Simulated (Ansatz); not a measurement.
## Run report: Si2NH7O2, geometry relaxation (part 1 of 2)

- system: Si2NH7O2
- method: RKS PBE-D4/def2-SVP (Ansatz 0.2.0)

The geometry: force-field start. Figures and captions count atoms from 1; the log counts them from 0 in places.

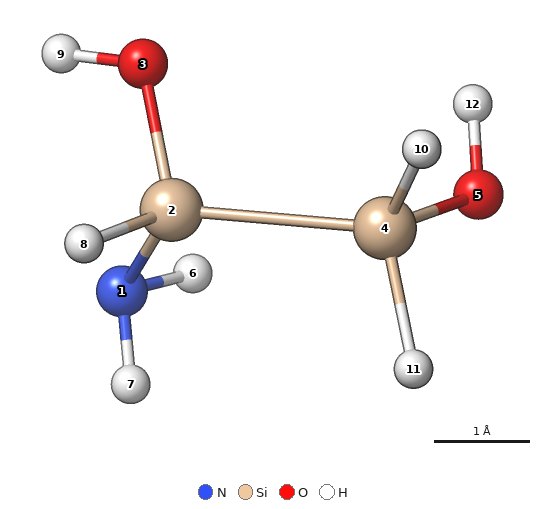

Fig. 1: The structure as given in the input (ball-and-stick view, seen at a tilt; atoms are numbered from 1 in the order of the input). Bond lengths as drawn: H–N 1.00 to 1.09 Å, H–O 1.00 to 1.04 Å, H–Si 1.42 to 1.54 Å, N–Si 1.69 Å, O–Si 1.64 to 1.69 Å and Si–Si 2.33 Å.

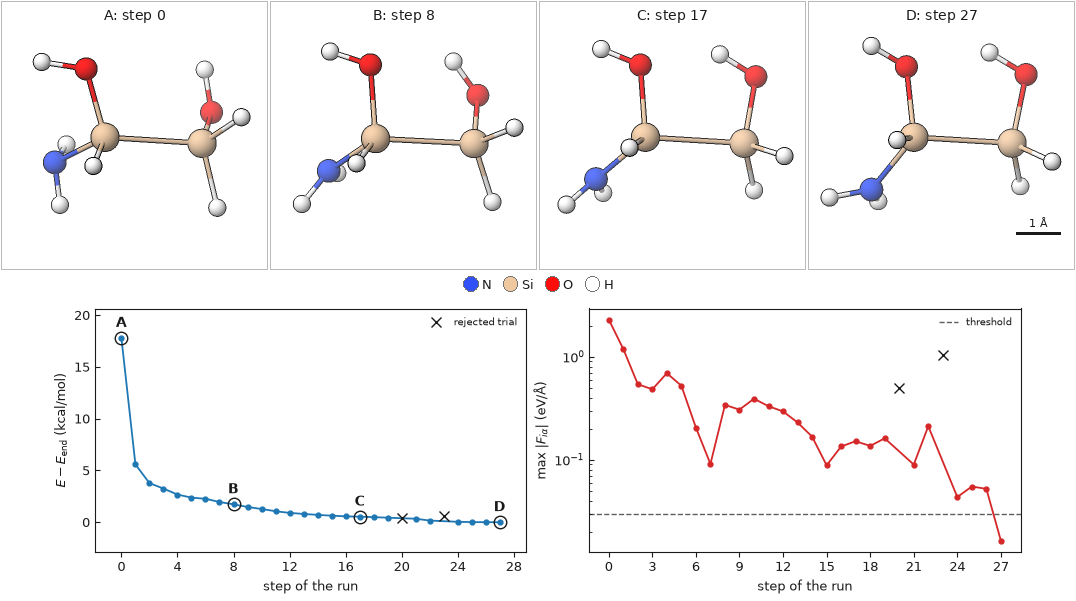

Fig. 2: Frames of the relaxation (ball-and-stick view, seen at a tilt) above the curves, on which the letters mark them (the first geometry is step 0 here and step 1 in the log).

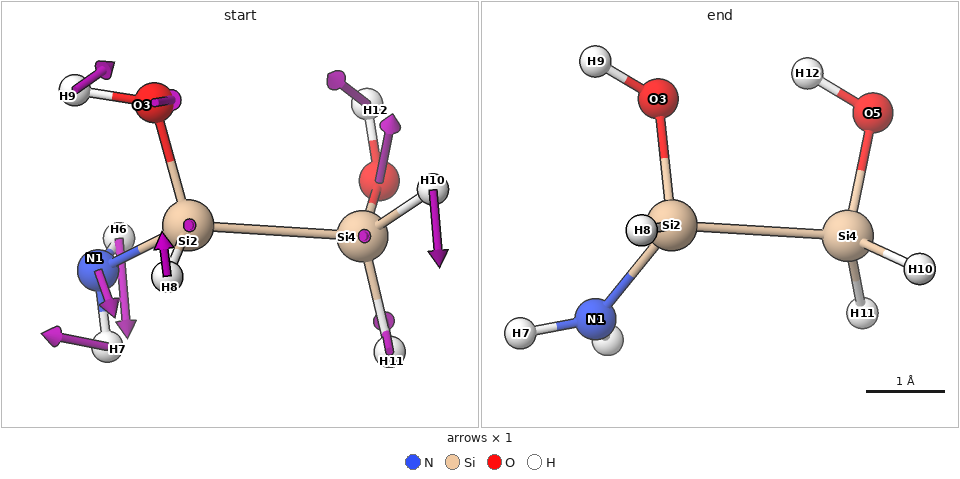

Fig. 3: Before (left) and after (right) the relaxation, at one scale (ball-and-stick view, seen at a tilt). The pink arrows give the displacements, at true length. After 27 geometry steps the energy has fallen by 17.8 kcal/mol. The largest force component goes from 2.3 to 0.016 eV/Å. The line search rejected the trial steps at points 20, 23 (counted from 0) and went back. The atom that moves furthest after the best rigid fit is H6 (1.32 Å). Largest moves by element: H 1.32 Å, O 1.23 Å, N 0.68 Å, Si 0.18 Å. Among the contacts that change: Si4–H10 1.421 → 1.507 Å, Si2–O3 1.637 → 1.716 Å, N1–H6 1.095 → 1.022 Å, O3–H9 1.035 → 0.974 Å. Among the angles that change: N1–Si2–O3 100.8° → 117.8°, O3–Si2–Si4 109.2° → 93.8°, Si2–N1–H6 106.0° → 121.1°. (Atoms are counted from 1 in the order of the input.)

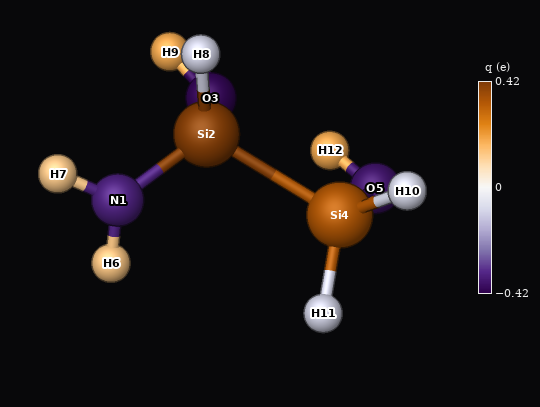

Fig. 4: Mulliken charges, as the colour of each atom (ball-and-stick view, seen at a tilt; atoms are numbered from 1 in the order of the input; Mulliken charges depend strongly on the basis). By element: N −0.34, Si +0.33 to +0.40, O −0.40 to −0.37 and H −0.09 to +0.19 e.

These pictures come from the run below.

The input:
```yaml
crystal:
  periodic: [false, false, false]
  atoms:
    - {symbol: N, position_ang: [-0.084900, -0.763800, 1.788900]}
    - {symbol: Si, position_ang: [0.720400, -0.533900, 0.322300]}
    - {symbol: O, position_ang: [1.722200, 0.700100, 0.713000]}
    - {symbol: Si, position_ang: [-0.563200, 0.075400, -1.524900]}
    - {symbol: O, position_ang: [-1.500900, 1.429900, -1.160200]}
    - {symbol: H, position_ang: [-0.753600, 0.095100, 1.903500]}
    - {symbol: H, position_ang: [-0.719100, -1.527300, 1.713400]}
    - {symbol: H, position_ang: [1.526200, -1.755700, 0.084900]}
    - {symbol: H, position_ang: [2.095300, 0.653900, 1.677500]}
    - {symbol: H, position_ang: [0.193500, 0.354600, -2.694700]}
    - {symbol: H, position_ang: [-1.602600, -1.035100, -1.787400]}
    - {symbol: H, position_ang: [-0.956300, 2.251600, -1.002300]}
basis:
  gaussian: {orbitals: def2-SVP}
hamiltonian: {xc: pbe, dispersion: d4}
relax: {f_tol: 0.03, max_steps: 200}
```

Launch command:
```bash
ansatz run in.yaml --threads 4 --pin off --events-out ev --progress --plain --max-ram 10444MiB
```

The program's output:
```
Functional definition: PBE
  name "PBE"
  cite "Perdew, Burke & Ernzerhof, Phys. Rev. Lett. 77, 3865 (1996) doi:10.1103/PhysRevLett.77.3865"
  parent pbe
  parameter kappa = 0.804
  parameter beta = 0.06672455060314922
  exchange = pbe_x(kappa = kappa, mu = beta*pi^2/3)
  correlation = pbe_c(beta = beta)
1256 factors; their error is unknown
mean field evaluation 1: about -21415.8166 eV, gradient 9.2e1 eV
mean field evaluation 2: about -21342.3265 eV, gradient 2.0e2 eV
mean field evaluation 4: about -21430.9391 eV, gradient 1.7e1 eV
mean field evaluation 8: about -21431.5277 eV, gradient 1.7e-1 eV
mean field evaluation 16: about -21431.4427 eV, gradient 5.2e-4 eV
mean field -21431.44269642 eV, -787.5909923397 hartree, gradient 3.3e-5 eV, S^2 0.000000; 0 other end points of the search recorded, 0 dependent functions left out
the calculation of the forces begins
reference -21431.44273735 eV, -787.5909938441 hartree; 29, 29 occupied and 84, 84 virtual orbitals, 1256 factors
relax step   1: F+E_penalty+E_count = -21431.70549852 eV  Δ(F+E_penalty+E_count) = +0.000e0 eV  max|allowed force component| = 2.291e0 eV/Å  Δτ_max = 0.0000 Å  (29 SCF iters, accepted)
these checks for a lower state are left out or cut short: starts, cluster_reference, orbital_swaps, neighbouring_geometries, increment
1256 factors; their error is unknown
mean field -21431.97067597 eV, -787.6103952305 hartree, gradient 1.6e-5 eV, S^2 0.000000; 0 other end points of the search recorded, 0 dependent functions left out
[... from here on the field's lines of each further geometry are left out, up to the last ...]
relax step   2: F+E_penalty+E_count = -21432.23493371 eV  Δ(F+E_penalty+E_count) = -5.294e-1 eV  max|allowed force component| = 1.187e0 eV/Å  Δτ_max = 0.1942 Å  (28 SCF iters, accepted)
relax step   3: F+E_penalty+E_count = -21432.31329046 eV  Δ(F+E_penalty+E_count) = -7.836e-2 eV  max|allowed force component| = 5.407e-1 eV/Å  Δτ_max = 0.1477 Å  (27 SCF iters, accepted)
relax step   4: F+E_penalty+E_count = -21432.33613034 eV  Δ(F+E_penalty+E_count) = -2.284e-2 eV  max|allowed force component| = 4.824e-1 eV/Å  Δτ_max = 0.0457 Å  (28 SCF iters, accepted)
relax step   5: F+E_penalty+E_count = -21432.36123979 eV  Δ(F+E_penalty+E_count) = -2.511e-2 eV  max|allowed force component| = 6.913e-1 eV/Å  Δτ_max = 0.1554 Å  (28 SCF iters, accepted)
relax step   6: F+E_penalty+E_count = -21432.37422461 eV  Δ(F+E_penalty+E_count) = -1.298e-2 eV  max|allowed force component| = 5.222e-1 eV/Å  Δτ_max = 0.0850 Å  (28 SCF iters, accepted)
relax step   7: F+E_penalty+E_count = -21432.37893878 eV  Δ(F+E_penalty+E_count) = -4.714e-3 eV  max|allowed force component| = 2.053e-1 eV/Å  Δτ_max = 0.2000 Å  (28 SCF iters, accepted)
relax step   8: F+E_penalty+E_count = -21432.39245876 eV  Δ(F+E_penalty+E_count) = -1.352e-2 eV  max|allowed force component| = 9.099e-2 eV/Å  Δτ_max = 0.1242 Å  (27 SCF iters, accepted)
relax step   9: F+E_penalty+E_count = -21432.40219772 eV  Δ(F+E_penalty+E_count) = -9.739e-3 eV  max|allowed force component| = 3.402e-1 eV/Å  Δτ_max = 0.1430 Å  (27 SCF iters, accepted)
relax step  10: F+E_penalty+E_count = -21432.41324995 eV  Δ(F+E_penalty+E_count) = -1.105e-2 eV  max|allowed force component| = 3.064e-1 eV/Å  Δτ_max = 0.1052 Å  (28 SCF iters, accepted)
relax step  11: F+E_penalty+E_count = -21432.42171860 eV  Δ(F+E_penalty+E_count) = -8.469e-3 eV  max|allowed force component| = 3.910e-1 eV/Å  Δτ_max = 0.1139 Å  (29 SCF iters, accepted)
relax step  12: F+E_penalty+E_count = -21432.43105623 eV  Δ(F+E_penalty+E_count) = -9.338e-3 eV  max|allowed force component| = 3.307e-1 eV/Å  Δτ_max = 0.0905 Å  (29 SCF iters, accepted)
relax step  13: F+E_penalty+E_count = -21432.43809612 eV  Δ(F+E_penalty+E_count) = -7.040e-3 eV  max|allowed force component| = 2.943e-1 eV/Å  Δτ_max = 0.1023 Å  (30 SCF iters, accepted)
relax step  14: F+E_penalty+E_count = -21432.44232326 eV  Δ(F+E_penalty+E_count) = -4.227e-3 eV  max|allowed force component| = 2.299e-1 eV/Å  Δτ_max = 0.0724 Å  (28 SCF iters, accepted)
relax step  15: F+E_penalty+E_count = -21432.44638124 eV  Δ(F+E_penalty+E_count) = -4.058e-3 eV  max|allowed force component| = 1.675e-1 eV/Å  Δτ_max = 0.1088 Å  (29 SCF iters, accepted)
relax step  16: F+E_penalty+E_count = -21432.44963898 eV  Δ(F+E_penalty+E_count) = -3.258e-3 eV  max|allowed force component| = 8.831e-2 eV/Å  Δτ_max = 0.0735 Å  (28 SCF iters, accepted)
relax step  17: F+E_penalty+E_count = -21432.45244192 eV  Δ(F+E_penalty+E_count) = -2.803e-3 eV  max|allowed force component| = 1.345e-1 eV/Å  Δτ_max = 0.0997 Å  (28 SCF iters, accepted)
relax step  18: F+E_penalty+E_count = -21432.45409132 eV  Δ(F+E_penalty+E_count) = -1.649e-3 eV  max|allowed force component| = 1.513e-1 eV/Å  Δτ_max = 0.0721 Å  (28 SCF iters, accepted)
relax step  19: F+E_penalty+E_count = -21432.45568542 eV  Δ(F+E_penalty+E_count) = -1.594e-3 eV  max|allowed force component| = 1.361e-1 eV/Å  Δτ_max = 0.0458 Å  (28 SCF iters, accepted)
relax step  20: F+E_penalty+E_count = -21432.45822705 eV  Δ(F+E_penalty+E_count) = -2.542e-3 eV  max|allowed force component| = 1.615e-1 eV/Å  Δτ_max = 0.0626 Å  (27 SCF iters, accepted)
relax step  21: F+E_penalty+E_count = -21432.45816065 eV  Δ(F+E_penalty+E_count) = +6.640e-5 eV  max|allowed force component| = 4.935e-1 eV/Å  Δτ_max = 0.1034 Å  (27 SCF iters, rejected (line search))
relax step  22: F+E_penalty+E_count = -21432.46249573 eV  Δ(F+E_penalty+E_count) = -4.269e-3 eV  max|allowed force component| = 8.979e-2 eV/Å  Δτ_max = 0.0517 Å  (28 SCF iters, accepted)
relax step  23: F+E_penalty+E_count = -21432.47018681 eV  Δ(F+E_penalty+E_count) = -7.691e-3 eV  max|allowed force component| = 2.115e-1 eV/Å  Δτ_max = 0.1000 Å  (28 SCF iters, accepted)
relax step  24: F+E_penalty+E_count = -21432.44924618 eV  Δ(F+E_penalty+E_count) = +2.094e-2 eV  max|allowed force component| = 1.041e0 eV/Å  Δτ_max = 0.1129 Å  (30 SCF iters, rejected (line search))
relax step  25: F+E_penalty+E_count = -21432.47535969 eV  Δ(F+E_penalty+E_count) = -5.173e-3 eV  max|allowed force component| = 4.344e-2 eV/Å  Δτ_max = 0.0564 Å  (27 SCF iters, accepted)
relax step  26: F+E_penalty+E_count = -21432.47668638 eV  Δ(F+E_penalty+E_count) = -1.327e-3 eV  max|allowed force component| = 5.501e-2 eV/Å  Δτ_max = 0.0481 Å  (28 SCF iters, accepted)
relax step  27: F+E_penalty+E_count = -21432.47697827 eV  Δ(F+E_penalty+E_count) = -2.919e-4 eV  max|allowed force component| = 5.218e-2 eV/Å  Δτ_max = 0.0221 Å  (29 SCF iters, accepted)
the calculation of the forces begins
reference -21432.21061046 eV, -787.6192126603 hartree; 29, 29 occupied and 84, 84 virtual orbitals, 1256 factors
relax step  28: F+E_penalty+E_count = -21432.47719955 eV  Δ(F+E_penalty+E_count) = -2.213e-4 eV  max|allowed force component| = 1.641e-2 eV/Å  Δτ_max = 0.0072 Å  (31 SCF iters, accepted)
1256 factors; their error is unknown
mean field evaluation 224: about -21432.2106 eV, gradient 3.6e-3 eV
mean field -21432.21056960 eV, -787.6192111586 hartree, gradient 2.0e-5 eV, S^2 0.000000; 1 other end points of the search recorded, 0 dependent functions left out
the calculation of the forces begins
reference -21432.21061046 eV, -787.6192126603 hartree; 29, 29 occupied and 84, 84 virtual orbitals, 1256 factors
Total energy: -21432.47724041 eV, -787.6290111302 hartree
Atom 0 at    -0.398465    -1.322539     1.511413 Å, force     0.005065    -0.005051     0.010623 eV/Å
Atom 1 at     0.562044    -0.451839     0.361963 Å, force     0.004206     0.002293     0.010754 eV/Å
Atom 2 at     0.997062     1.164107     0.743829 Å, force     0.009878     0.016295     0.010753 eV/Å
Atom 3 at    -0.665968     0.164105    -1.551416 Å, force    -0.015335     0.001297    -0.016409 eV/Å
Atom 4 at    -0.367948     1.822375    -1.646690 Å, force     0.009026    -0.012738     0.008821 eV/Å
Atom 5 at    -1.373015    -1.067960     1.686664 Å, force     0.008965     0.001122    -0.005107 eV/Å
Atom 6 at     0.014489    -1.798192     2.317068 Å, force    -0.009593     0.003523    -0.012900 eV/Å
Atom 7 at     1.826987    -1.261601     0.228636 Å, force    -0.003420     0.000493    -0.001545 eV/Å
Atom 8 at     1.675710     1.303160     1.428298 Å, force    -0.011600    -0.010509    -0.012507 eV/Å
Atom 9 at    -0.230914    -0.545258    -2.807735 Å, force     0.007997     0.002672     0.002807 eV/Å
Atom 10 at    -2.137047    -0.131065    -1.374356 Å, force    -0.003376    -0.000594     0.008083 eV/Å
Atom 11 at     0.174064     2.069507    -0.863676 Å, force    -0.001813     0.001197    -0.003374 eV/Å
Dipole moment:     0.215580    -0.243131     0.765441 e Å
```

Trajectory as extended XYZ (Å, eV, eV/Å), 28 frames, from step=1 to step=28:
```
12
Properties=species:S:1:pos:R:3:forces:R:3 step=1 energy=-21431.70550
N    -0.0849   -0.7638    1.7889   -2.2126   2.2818   1.5614
Si    0.7204   -0.5339    0.3223    1.0180  -0.4089  -1.1926
O     1.7222    0.7001    0.7130    2.0153   1.7251   1.9844
Si   -0.5632    0.0754   -1.5249   -1.3394  -0.5742   1.0177
O    -1.5009    1.4299   -1.1602    0.3407   1.1982   0.4322
H    -0.7536    0.0951    1.9035    1.2646  -1.5750   0.0632
H    -0.7191   -1.5273    1.7134   -1.0506  -1.4726   0.3373
H     1.5262   -1.7557    0.0849    0.0616  -0.6650  -0.2536
H     2.0953    0.6539    1.6775   -0.9681  -0.0413  -2.2915
H     0.1935    0.3546   -2.6947    1.0044   0.1044  -1.5423
H    -1.6026   -1.0351   -1.7874    0.4554   0.3630   0.0399
H    -0.9563    2.2516   -1.0023   -0.5892  -0.9355  -0.1561
12
Properties=species:S:1:pos:R:3:forces:R:3 step=2 energy=-21432.23493
N    -0.1725   -0.7591    1.7944   -1.1870   0.4317   0.3200
Si    0.7607   -0.5705    0.3449    0.0904  -0.0080  -0.7584
O     1.7141    0.7689    0.6227    0.8239   0.5993   0.7745
Si   -0.5413    0.0912   -1.5081   -0.2799  -0.3697   0.4493
O    -1.4565    1.4476   -1.0626    0.1081   0.3270   0.0936
H    -0.8436    0.0467    1.8741    0.5341  -0.5935   0.0790
H    -0.7694   -1.5951    1.7713    0.0294  -0.1720   0.2356
H     1.5261   -1.8457    0.0930   -0.0043  -0.1036   0.1126
H     2.0951    0.7910    1.5400   -0.2935  -0.0547  -0.7564
H     0.2236    0.3292   -2.7515    0.2878   0.0827  -0.5110
H    -1.5518   -1.0049   -1.7729    0.0396   0.1352  -0.0304
H    -0.9073    2.2454   -0.9114   -0.1488  -0.2745  -0.0083
12
Properties=species:S:1:pos:R:3:forces:R:3 step=3 energy=-21432.31329
N    -0.2245   -0.7372    1.7871   -0.3343  -0.5407  -0.2508
Si    0.7506   -0.5054    0.3340    0.0371  -0.3035   0.0316
O     1.7417    0.8360    0.6216   -0.1877  -0.0410  -0.3613
Si   -0.5543    0.0614   -1.5531    0.1701   0.2532   0.1034
O    -1.4118    1.4366   -1.0324   -0.0465   0.0772  -0.0916
H    -0.9326   -0.0017    1.8898   -0.1016   0.0749   0.1019
H    -0.7289   -1.6499    1.8389    0.4125   0.5376   0.0327
H     1.4974   -1.8127    0.1461    0.0289   0.0814   0.0797
H     2.1509    0.8141    1.5020    0.0669  -0.0250   0.2032
H     0.2134    0.2987   -2.8416   -0.0310   0.0017   0.0742
H    -1.5984   -0.9785   -1.8540    0.0020  -0.0181   0.0800
H    -0.8265    2.1834   -0.8044   -0.0163  -0.0977  -0.0030
12
Properties=species:S:1:pos:R:3:forces:R:3 step=4 energy=-21432.33613
N    -0.2428   -0.7309    1.7683   -0.0845  -0.4824  -0.1140
Si    0.7443   -0.5127    0.3300   -0.0288  -0.2018  -0.0378
O     1.7227    0.8390    0.5983   -0.1140   0.0111  -0.3225
Si   -0.5533    0.0645   -1.5535    0.1707   0.1346   0.0601
O    -1.3924    1.4478   -1.0314   -0.1217   0.0370  -0.0964
H    -0.9685   -0.0245    1.9065   -0.1352   0.1845   0.0185
H    -0.6931   -1.6577    1.8578    0.2237   0.2490   0.0570
H     1.5025   -1.8152    0.1609    0.0042   0.0695   0.0941
H     2.1379    0.8342    1.4763    0.0674  -0.0167   0.1996
H     0.2181    0.2941   -2.8386   -0.0225   0.0123   0.0383
H    -1.6061   -0.9677   -1.8560    0.0019   0.0062   0.0750
H    -0.7923    2.1739   -0.7847    0.0388  -0.0033   0.0280
12
Properties=species:S:1:pos:R:3:forces:R:3 step=5 energy=-21432.36124
N    -0.2624   -0.7517    1.7631   -0.2162  -0.6913   0.0570
Si    0.7206   -0.5462    0.3249   -0.0547   0.0188   0.0659
O     1.6736    0.8390    0.5232   -0.0095  -0.0094  -0.0592
Si   -0.5425    0.0956   -1.5536   -0.0153   0.0241  -0.1369
O    -1.3645    1.5128   -1.0910    0.1835   0.0764   0.1054
H    -1.0429   -0.1033    1.9092   -0.0071   0.0415  -0.0393
H    -0.5934   -1.7195    1.9598    0.2620   0.6176  -0.0615
H     1.5053   -1.8408    0.2400   -0.0331   0.0825  -0.0369
H     2.1010    0.8816    1.3976    0.0399   0.0089   0.0805
H     0.2423    0.2998   -2.8371   -0.0093  -0.0380   0.0863
H    -1.6170   -0.9176   -1.8382   -0.0253   0.0091  -0.0076
H    -0.7431    2.1951   -0.7640   -0.1148  -0.1403  -0.0537
12
Properties=species:S:1:pos:R:3:forces:R:3 step=6 energy=-21432.37422
N    -0.2786   -0.7461    1.7495   -0.2204  -0.5222   0.1517
Si    0.7057   -0.5470    0.3174   -0.0826   0.0114  -0.0398
O     1.6425    0.8507    0.4990    0.0889   0.0499   0.0478
Si   -0.5487    0.0884   -1.5659    0.0204  -0.0317   0.0202
O    -1.3224    1.5176   -1.0624    0.0672   0.0632   0.0088
H    -1.0901   -0.1322    1.8918    0.1045  -0.0274  -0.0797
H    -0.5374   -1.7163    2.0046    0.1460   0.4604  -0.0555
H     1.5035   -1.8301    0.2335   -0.0038   0.0444   0.0178
H     2.0695    0.9135    1.3753   -0.0277  -0.0008  -0.0343
H     0.2529    0.2833   -2.8350   -0.0206  -0.0133   0.0040
H    -1.6443   -0.9033   -1.8528   -0.0129   0.0539  -0.0195
H    -0.6757    2.1663   -0.7210   -0.0590  -0.0878  -0.0214
12
Properties=species:S:1:pos:R:3:forces:R:3 step=7 energy=-21432.37894
N    -0.2892   -0.7638    1.7383    0.0030   0.1793  -0.2030
Si    0.6912   -0.5394    0.3102    0.0904  -0.2053   0.1480
O     1.6456    0.8477    0.5077   -0.0229   0.0902  -0.1100
Si   -0.5586    0.0947   -1.5830   -0.0670   0.0053  -0.0161
O    -1.2832    1.5518   -1.0984   -0.0060   0.0507   0.0427
H    -1.1558   -0.2242    1.7981   -0.0888  -0.0336   0.1480
H    -0.3935   -1.6951    2.1419   -0.0632  -0.0512   0.0154
H     1.4916   -1.8186    0.2489    0.0650   0.0243  -0.0806
H     2.0261    0.9295    1.4025   -0.0294  -0.0345  -0.0060
H     0.2321    0.2493   -2.8621    0.0532  -0.0342   0.0162
H    -1.7061   -0.8333   -1.8730    0.0339  -0.0464   0.0223
H    -0.6233    2.1462   -0.6971    0.0317   0.0555   0.0231
```
